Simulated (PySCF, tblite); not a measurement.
# C7H8O: a rotation path, then NMR shifts on frames, part 1 of 2

Aim: move C7H8O (`COC1=C[C@@H]2C=C[C@H]12`) away from its starting geometry and see how NMR shifts follow the geometry.

Programs: tblite 0.8.0 and PySCF 2.14.0, with density-fitted response routines of our own. Each step states its level of theory. These are calculated values for one molecule in the gas phase, unless marked as measured. Atoms are numbered from 0 throughout.

### 1 The molecule as given

16 atoms, charge 0, multiplicity 1; geometry from: GFN2-xTB.

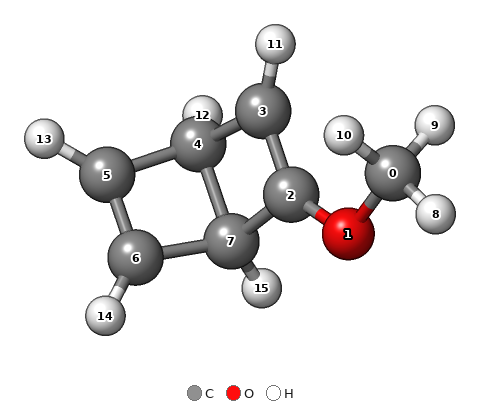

The starting geometry (carbon grey, oxygen red, hydrogen white), atoms numbered.

### 2 The rotation path with GFN2-xTB

What the job is given:

```
{"job": {"kind": "neb", "xc": "GFN2-xTB", "basis": "xTB", "atoms": [7, 2, 1, 0], "turn": 180}, "charge": 0, "multiplicity": 1}
C      2.675260     0.308132     0.419429
O      1.694198    -0.654521     0.099944
C      0.461553    -0.155589    -0.099963
C     -0.134162     1.039626    -0.090473
C     -1.502156     0.458506    -0.389701
C     -2.242874    -0.054520     0.826452
C     -1.638287    -1.237901     0.819722
C     -0.799655    -0.931838    -0.401504
H      3.606615    -0.235295     0.565771
H      2.792471     1.031173    -0.393778
H      2.409320     0.844291     1.335533
H      0.168179     2.047493     0.115434
H     -2.067148     0.850153    -1.227683
H     -2.960551     0.425269     1.465279
H     -1.663863    -2.106832     1.449873
H     -0.806498    -1.619203    -1.238260
```

With the program's defaults for keys left out, this is: GFN2-xTB climbing-image nudged elastic band, gas phase.

Command:

```
OMP_NUM_THREADS=1 python probes_run.py task.json out
```

One launch serves the whole session: the jobs run in the order shown.

The program printed:

```text
image   E - E0 / eV
  0      -0.0000
  1       0.0377
  2       0.1299
  3       0.2209
  4       0.2400
  5       0.1822
  6       0.1087
  7       0.0687
  8       0.0522
```

It took 2.9 s on 1 thread of Arm Neoverse V1, shared host; peak memory 0.18 GiB.

The final band, with the dihedral C7–C2–O1–C0:

| image | dihedral (°) | energy (eV) | energy (kcal/mol) |
| --- | --- | --- | --- |
| 0 | -177 | 0.000 | 0.0 |
| 1 | -157 | 0.038 | 0.9 |
| 2 | -135 | 0.130 | 3.0 |
| 3 | -112 | 0.221 | 5.1 |
| 4 | -87 | 0.240 | 5.5 |
| 5 | -62 | 0.182 | 4.2 |
| 6 | -40 | 0.109 | 2.5 |
| 7 | -18 | 0.069 | 1.6 |
| 8 | 1 | 0.052 | 1.2 |

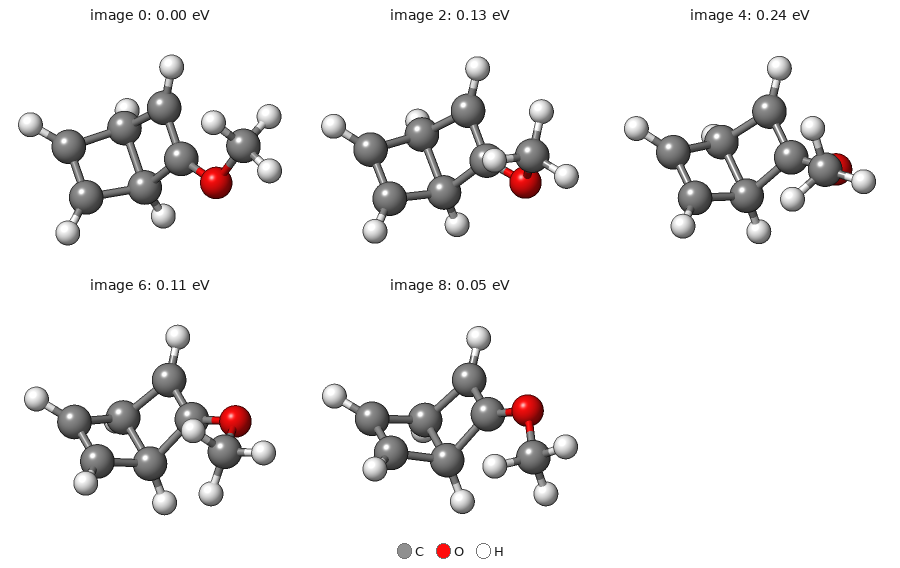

Images along the band.

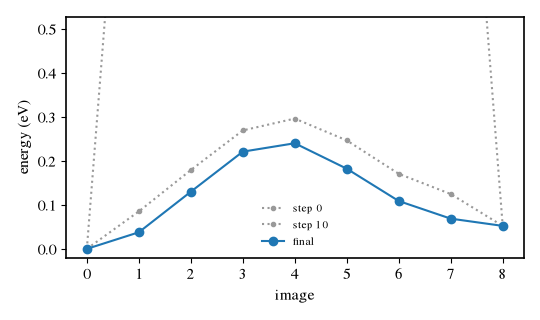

Energy along the band, early and final.

### 3 Shielding tensors: image 0, PBE0/pcSseg-1

What the job is given:

```
{"job": {"kind": "nmr", "xc": "PBE0", "basis": "pcSseg-1", "pop": false}, "charge": 0, "multiplicity": 1}
C      2.675300     0.308100     0.419400
O      1.694200    -0.654500     0.099900
C      0.461600    -0.155600    -0.100000
C     -0.134200     1.039600    -0.090500
C     -1.502200     0.458500    -0.389700
C     -2.242900    -0.054500     0.826500
C     -1.638300    -1.237900     0.819700
C     -0.799700    -0.931800    -0.401500
H      3.606600    -0.235300     0.565800
H      2.792500     1.031200    -0.393800
H      2.409300     0.844300     1.335500
H      0.168200     2.047500     0.115400
H     -2.067100     0.850200    -1.227700
H     -2.960600     0.425300     1.465300
H     -1.663900    -2.106800     1.449900
H     -0.806500    -1.619200    -1.238300
```

Method: GIAO PBE0/pcSseg-1 NMR shielding, non-relativistic, gas phase.

The program printed:

```text
coarse grid: 13648 points
cycle   1  E = -346.0831118923  dE =  1.535e+00  |g| = 5.228e-01  |ddm| = 3.711e+00
cycle   2  E = -346.0627358503  dE =  2.038e-02  |g| = 6.382e-01  |ddm| = 1.007e+00
cycle   3  E = -346.1411674768  dE = -7.843e-02  |g| = 8.056e-02  |ddm| = 5.507e-01
cycle   4  E = -346.1420842786  dE = -9.168e-04  |g| = 3.801e-02  |ddm| = 7.810e-02
cycle   5  E = -346.1423795506  dE = -2.953e-04  |g| = 9.988e-03  |ddm| = 3.743e-02
cycle   6  E = -346.1423976706  dE = -1.812e-05  |g| = 4.770e-03  |ddm| = 1.297e-02
cycle   7  E = -346.1424029221  dE = -5.252e-06  |g| = 1.267e-03  |ddm| = 5.060e-03
final grid: 132640 points
cycle   8  E = -346.2032544158  dE = -3.437e-05  |g| = 1.159e-02  |ddm| = 4.324e-02
cycle   9  E = -346.2032251872  dE =  2.923e-05  |g| = 1.713e-02  |ddm| = 2.091e-02
cycle  10  E = -346.2032819493  dE = -5.676e-05  |g| = 1.786e-03  |ddm| = 1.252e-02
cycle  11  E = -346.2032826525  dE = -7.031e-07  |g| = 3.183e-04  |ddm| = 1.840e-03
cycle  12  E = -346.2032826670  dE = -1.454e-08  |g| = 1.892e-04  |ddm| = 4.088e-04
cycle  13  E = -346.2032826755  dE = -8.461e-09  |g| = 4.584e-05  |ddm| = 1.922e-04
cycle  14  E = -346.2032826759  dE = -4.463e-10  |g| = 1.862e-05  |ddm| = 5.305e-05
converged SCF energy = -346.2032826759

GIAO shielding tensors (ppm)
atom      isotropic    diamagn.    paramagn.     s11        s22        s33       span
  0 C      129.273     244.554    -115.281     98.859    106.166    182.795     83.936
  1 O      208.801     396.803    -188.002     76.027    253.293    297.082    221.055
  2 C        9.969     252.361    -242.392    -88.795     16.838    101.863    190.657
  3 C       78.816     255.616    -176.800      9.921     70.828    155.699    145.778
  4 C      144.874     251.710    -106.836    113.981    149.340    171.301     57.320
  5 C       29.378     254.668    -225.291    -86.728     18.755    156.106    242.833
  6 C       34.529     252.965    -218.436    -80.459     24.160    159.886    240.345
  7 C      131.586     246.565    -114.979    110.715    133.760    150.284     39.569
  8 H       27.667      27.543       0.124     23.783     25.778     33.441      9.658
  9 H       28.067      28.821      -0.755     25.031     25.760     33.409      8.378
 10 H       28.182      29.114      -0.932     25.008     26.155     33.382      8.374
 11 H       26.600      33.167      -6.567     24.135     26.101     29.565      5.430
 12 H       28.086      31.238      -3.151     25.116     26.840     32.302      7.186
 13 H       24.727      31.473      -6.746     22.922     24.956     26.304      3.382
 14 H       24.762      31.258      -6.496     22.861     25.173     26.252      3.391
 15 H       27.787      30.513      -2.726     25.673     26.644     31.044      5.371
```

It took 28 s on 1 thread of Arm Neoverse V1, shared host; peak memory 0.79 GiB.

The references, computed at this level on geometries of the same kind, shield at (ppm): 1H TMS 31.72, 13C TMS 186.9, 17O H2O 336.1. Their shielding less the atom's gives the shift. The references are single molecules in the gas phase, so shifts against H2O, NH3, PH3, H3PO4 or CFCl3 are not on the usual liquid scales and can be off by tens of ppm. Each atom is listed at this fixed geometry, with no averaging over motion; a spectrum would average atoms that exchange fast.

```csv
atoms,environment,σ (ppm),δ (ppm)
C2,alkene carbon bearing oxygen,10.0,177.0
C5,alkene CH,29.4,157.5
C6,alkene CH,34.5,152.4
C3,β carbon of an enol-ether or enamine type C=C,78.8,108.1
C0,methyl carbon bonded to O,129.3,57.7
C7,allylic sp3 CH,131.6,55.3
C4,allylic sp3 CH,144.9,42.1
H13,hydrogen on an alkene CH,24.73,6.99
H14,hydrogen on an alkene CH,24.76,6.95
H11,hydrogen on a β carbon of an enol-ether or enamine type C=C,26.60,5.12
H8,hydrogen on a methyl carbon bonded to O,27.67,4.05
H15,hydrogen on an allylic sp3 CH,27.79,3.93
H9,hydrogen on a methyl carbon bonded to O,28.07,3.65
H12,hydrogen on an allylic sp3 CH,28.09,3.63
H10,hydrogen on a methyl carbon bonded to O,28.18,3.54
O1,ether oxygen,208.8,127.3
```

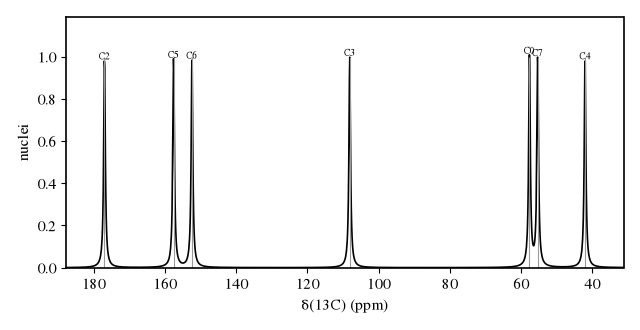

13C lines at the computed shifts, without couplings. Lines are broadened to a width of 0.54 ppm (Lorentzian).

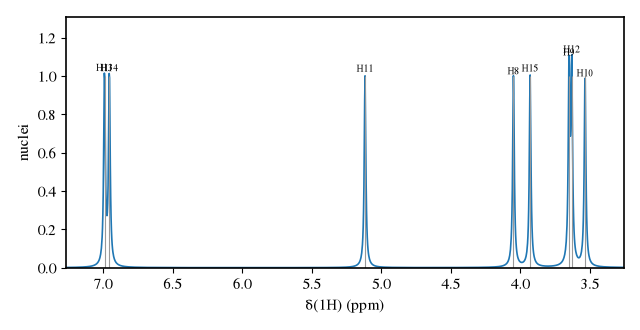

1H lines at the computed shifts, without couplings. Lines are broadened to a width of 0.01 ppm (Lorentzian).

Ring of atoms C2, C3, C4, C7: NICS(0) -7.5, NICS(1) -2.8, NICS(1)zz -3.0 ppm (means of both faces).

Ring of atoms C4, C5, C6, C7: NICS(0) -1.0, NICS(1) -2.2, NICS(1)zz -2.0 ppm (means of both faces).

Orbitals, density, ELF and potential are computed afterwards from the orbital file.

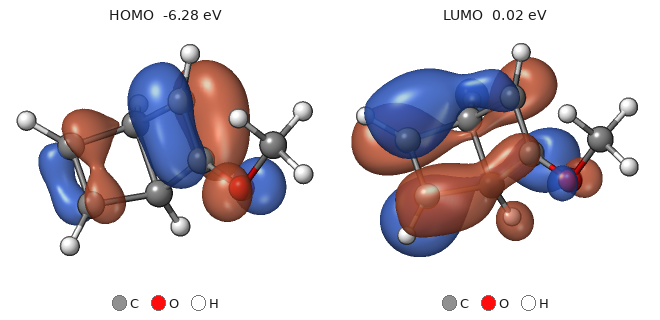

Frontier orbitals at PBE0/pcSseg-1; each surface holds 70 % of the orbital's density, blue and red mark the sign.

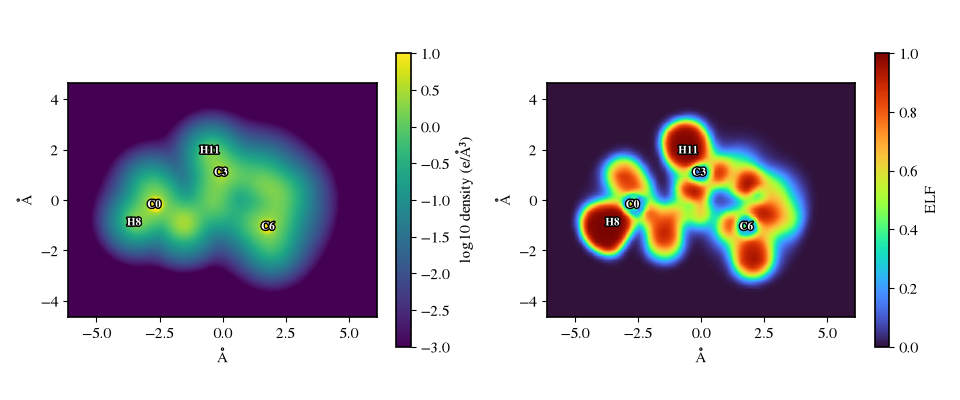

Density (left) and ELF (right) in a plane through or near 5 of the atoms.

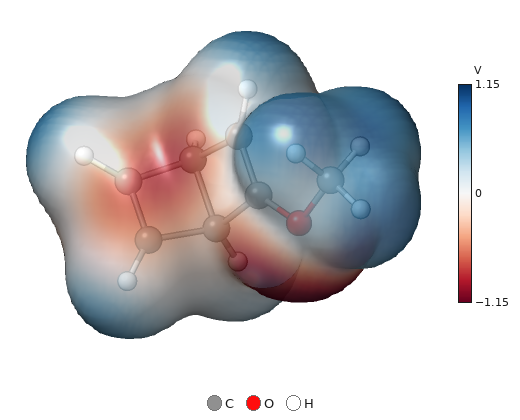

Electrostatic potential on the surface of density 0.002 e/bohr³; red is low, blue high. It runs, from the 1st to the 99th percentile, from -1.15 V near O1 to 0.87 V near H8.

### 4 Shielding tensors: image 2, PBE0/pcSseg-1

What the job is given:

```
{"job": {"kind": "nmr", "xc": "PBE0", "basis": "pcSseg-1", "pop": false}, "charge": 0, "multiplicity": 1}
C      2.550200     0.194700     0.596100
O      1.729300    -0.504800    -0.316700
C      0.458600    -0.061000    -0.417600
C     -0.200800     1.100600    -0.436200
C     -1.560800     0.432600    -0.469500
C     -2.068100     0.023100     0.898200
C     -1.392200    -1.119700     0.919200
C     -0.786700    -0.918100    -0.453400
H      3.544900    -0.238400     0.508100
H      2.589500     1.264600     0.380500
H      2.176300     0.049900     1.615200
H      0.066400     2.136800    -0.360100
H     -2.273100     0.713000    -1.236300
H     -2.709600     0.538500     1.588200
H     -1.249300    -1.904700     1.638100
H     -0.882200    -1.698200    -1.197600
```

Level: GIAO PBE0/pcSseg-1 NMR shielding, non-relativistic, gas phase.

The program printed:

```text
coarse grid: 13648 points
cycle   1  E = -346.0756248237  dE =  1.530e+00  |g| = 5.317e-01  |ddm| = 3.698e+00
cycle   2  E = -346.0540069205  dE =  2.162e-02  |g| = 6.524e-01  |ddm| = 1.045e+00
cycle   3  E = -346.1348946837  dE = -8.089e-02  |g| = 8.133e-02  |ddm| = 5.838e-01
cycle   4  E = -346.1358650363  dE = -9.704e-04  |g| = 3.638e-02  |ddm| = 8.103e-02
cycle   5  E = -346.1361392276  dE = -2.742e-04  |g| = 9.512e-03  |ddm| = 3.687e-02
cycle   6  E = -346.1361557885  dE = -1.656e-05  |g| = 4.401e-03  |ddm| = 1.223e-02
cycle   7  E = -346.1361602216  dE = -4.433e-06  |g| = 1.201e-03  |ddm| = 4.652e-03
final grid: 132640 points
cycle   8  E = -346.1964449061  dE = -3.204e-05  |g| = 1.154e-02  |ddm| = 4.071e-02
cycle   9  E = -346.1964169114  dE =  2.799e-05  |g| = 1.688e-02  |ddm| = 2.125e-02
cycle  10  E = -346.1964723080  dE = -5.540e-05  |g| = 1.562e-03  |ddm| = 1.276e-02
cycle  11  E = -346.1964728464  dE = -5.384e-07  |g| = 2.499e-04  |ddm| = 1.586e-03
cycle  12  E = -346.1964728559  dE = -9.538e-09  |g| = 1.370e-04  |ddm| = 3.167e-04
cycle  13  E = -346.1964728601  dE = -4.175e-09  |g| = 4.232e-05  |ddm| = 1.412e-04
cycle  14  E = -346.1964728605  dE = -3.580e-10  |g| = 1.813e-05  |ddm| = 5.235e-05
converged SCF energy = -346.1964728605

GIAO shielding tensors (ppm)
atom      isotropic    diamagn.    paramagn.     s11        s22        s33       span
  0 C      126.314     244.227    -117.914     94.975    102.302    181.663     86.688
  1 O      235.280     397.002    -161.722    127.346    273.092    305.402    178.055
  2 C        6.955     250.583    -243.627    -94.925     14.357    101.434    196.359
  3 C       66.726     254.969    -188.242    -14.868     58.530    156.518    171.386
  4 C      143.984     253.623    -109.639    112.221    149.437    170.293     58.072
  5 C       27.857     254.477    -226.620    -91.222     16.926    157.867    249.088
  6 C       32.915     252.738    -219.823    -83.195     21.388    160.550    243.745
  7 C      128.661     248.843    -120.181    110.024    127.003    148.956     38.932
  8 H       27.771      27.591       0.180     24.204     25.623     33.487      9.283
  9 H       27.875      28.925      -1.049     24.406     25.985     33.235      8.829
 10 H       28.115      29.222      -1.107     24.089     26.617     33.638      9.549
 11 H       26.136      32.859      -6.723     23.755     25.606     29.047      5.292
 12 H       27.985      31.429      -3.443     25.358     26.633     31.964      6.606
 13 H       24.634      31.648      -7.014     22.344     24.987     26.571      4.227
 14 H       24.669      31.429      -6.760     22.394     25.103     26.511      4.117
 15 H       27.796      30.820      -3.023     25.845     26.715     30.829      4.983
```

It took 21 s on 1 thread of Arm Neoverse V1, shared host; peak memory 0.84 GiB.

Key values: δ C2 180.0, C5 159.1, C6 154.0, C3 120.2, H13 7.08, H14 7.05 ppm.

(Continued in part 2 of 2.)
